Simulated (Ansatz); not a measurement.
**CH6Ge···HF: density, localisation and related maps**

The calculation's input:

```
crystal:
  periodic: [false, false, false]
  atoms:
    - { symbol: Ge, position_ang: [-0.86864, 0.043174, -0.388504] }
    - { symbol: H, position_ang: [-0.655726, 1.541218, -0.212037] }
    - { symbol: H, position_ang: [-0.513978, -0.330884, -1.832017] }
    - { symbol: H, position_ang: [-2.367042, -0.223816, -0.166355] }
    - { symbol: C, position_ang: [0.207886, -0.955709, 0.904846] }
    - { symbol: H, position_ang: [1.126478, 1.95498, -0.805072] }
    - { symbol: F, position_ang: [1.824858, 1.415231, -0.960825] }
    - { symbol: H, position_ang: [0.069835, -2.029012, 0.767049] }
    - { symbol: H, position_ang: [-0.084634, -0.701277, 1.924389] }
    - { symbol: H, position_ang: [1.261064, -0.714005, 0.768528] }
basis:
  gaussian: { orbitals: def2-SVP }
hamiltonian:
  xc: hf
relax:
  f_tol: 0.03
  max_steps: 50
output:
  orbitals: {}
```

Run with:

```sh
ansatz run input.yaml --threads 2 --pin off --max-ram 3072MiB --backend cpu --events-out ev --progress --plain --runs-dir out
```

The fields are those of the relaxed geometry.

All numbers below come from RHF/def2-SVP in Ansatz.

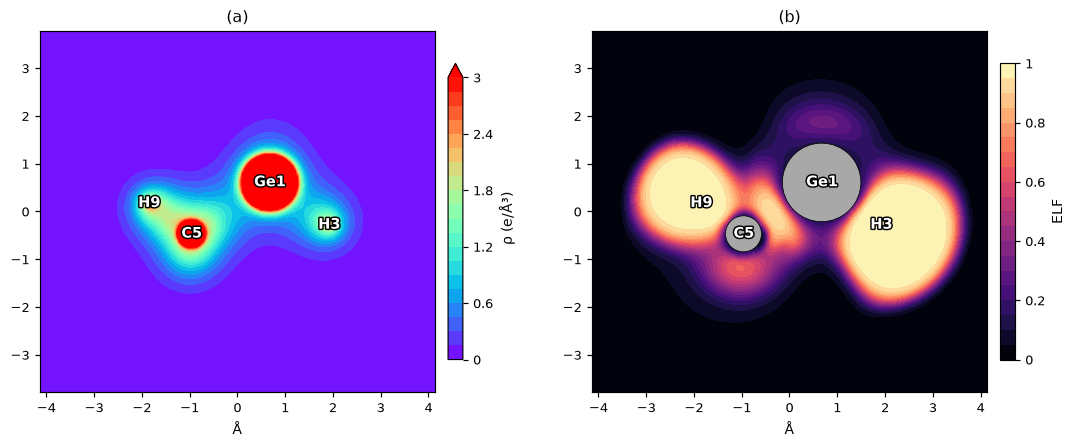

Figure 1. (a) electron density; (b) electron localisation function on the plane of atoms Ge1, C5 and H9. Grey discs cover the atomic cores in the ELF map.

**Read the bonding off the picture.**

The section cuts through Ge, H and C sites.
C–Ge (1.96 Å): the density is about 0.89 e/Å³ at the midpoint; the ELF peaks at about 0.95 between the atoms; a shared electron pair.
C–H (1.09 Å): the density is about 1.9 e/Å³ at the midpoint; the ELF climbs to about 1 towards the hydrogen, as it does in any bond to H; a covalent bond by its length.
Ge–H (1.53 Å): ρ at the midpoint is about 1 e/Å³; the ELF climbs to about 1 towards the hydrogen.

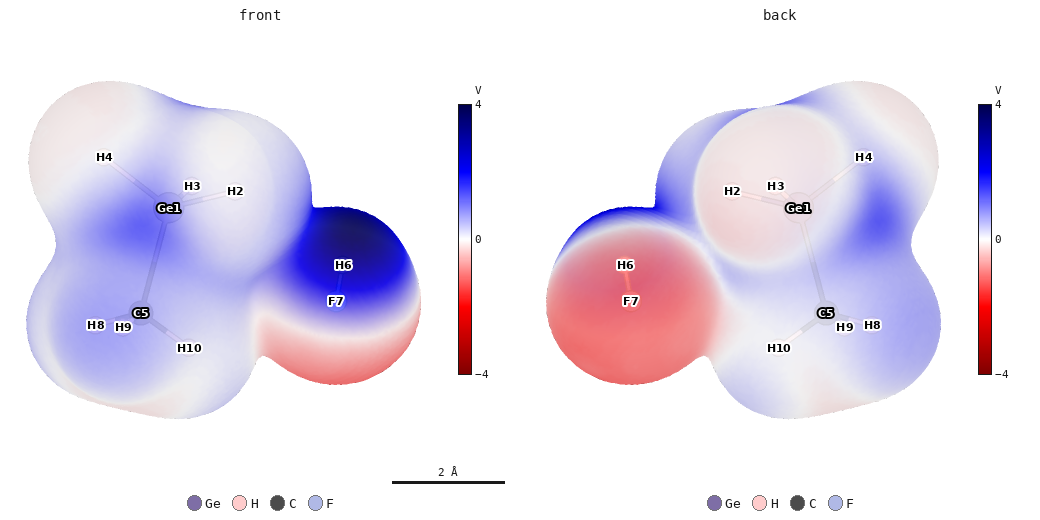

Figure 2. The molecular electrostatic potential painted on the density surface at 0.002 e/bohr³, seen from the front and from behind; red is negative and blue positive.

**Which sites attract a positive test charge, and which a negative one?**

A positive charge is drawn to the negative regions and a negative charge to the positive ones. The most negative region (about −1.2 V) lies over F7, the most positive (about +3.6 V) over H6.

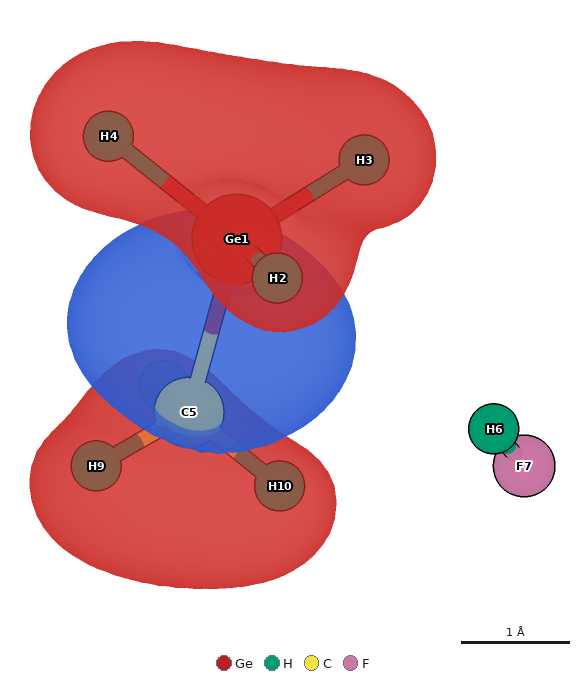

Figure 3. The HOMO at ±0.08 Å⁻³ᐟ² (red and blue are the two phases), seen at a tilt.

**Where does this orbital lie, and at what energy?**

It lies mainly on C5 (about 40 %) and Ge1 (about 30 %). Its energy is −11.96 eV.

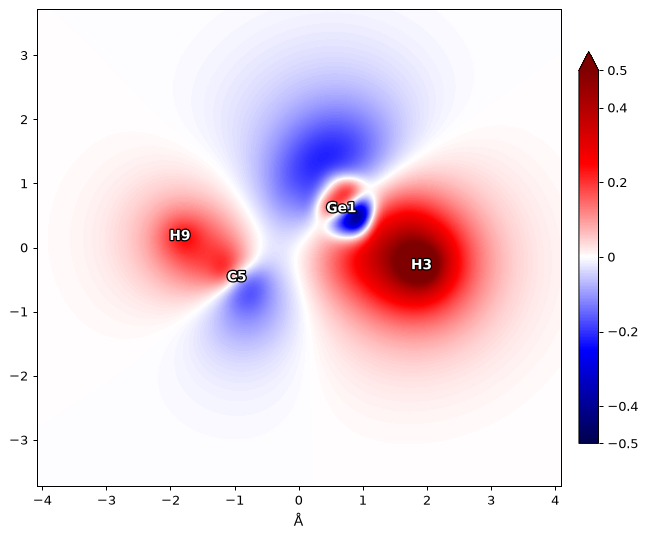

Figure 4. The HOMO−1 on the plane of atoms Ge1, C5 and H9 (values in Å⁻³ᐟ²; the overall sign is arbitrary).

**Where does this orbital lie, and at what energy?**

By Hirshfeld shares it lies mainly on Ge1 (about 40 %), H4 (about 25 %) and H3 (about 25 %). Its energy is −12.48 eV.
